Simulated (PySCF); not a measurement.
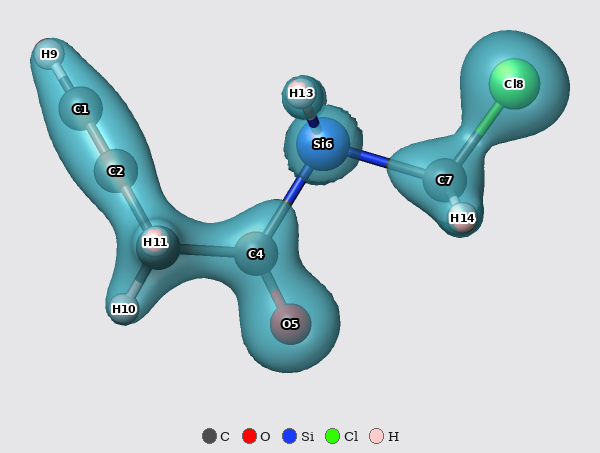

*C5H7ClOSi (SMILES C#CCC(=O)[SiH2]CCl). Isosurface of the total electron density at 1 e/Å³ (cyan), seen at a tilt.*

Geometry: GFN2-xTB.

Method: B3LYP/def2-SVPD, SCF density, gas phase in PySCF 2.14.0.

```xyz
15

C    -3.0232    0.7930    0.0950
C    -2.3173   -0.1148   -0.2368
C    -1.4723   -1.2010   -0.6753
C    -0.0453   -0.7444   -0.9196
O     0.5922   -1.1514   -1.8615
Si    0.7147    0.4918    0.3529
C     2.5953    0.4158    0.0492
Cl    3.4188    1.5384    1.1690
H    -3.6534    1.5769    0.3917
H    -1.8805   -1.6655   -1.5775
H    -1.4227   -1.9596    0.1132
H     0.2109    1.8367    0.0884
H     0.3907    0.0398    1.7063
H     3.0197   -0.5699    0.2307
H     2.8680    0.7221   -0.9590
```

Question: Which contacts does the surface bridge?

Answer: At this value the surface falls into five separate pieces. It bridges the sampled C–C (1.20 Å), C–O (1.21 Å) and C–Cl (1.79 Å) contacts, where the density stays above the isovalue. It is pinched off along the sampled C–Si (1.91 Å) contacts. On the grid the lowest density along these lines, outside the cores, is 2.7 e/Å³ (C–C, 1.20 Å), 2.8 e/Å³ (C–O, 1.21 Å), 1.2 e/Å³ (C–Cl, 1.79 Å) and 0.75 e/Å³ (C–Si, 1.91 Å).
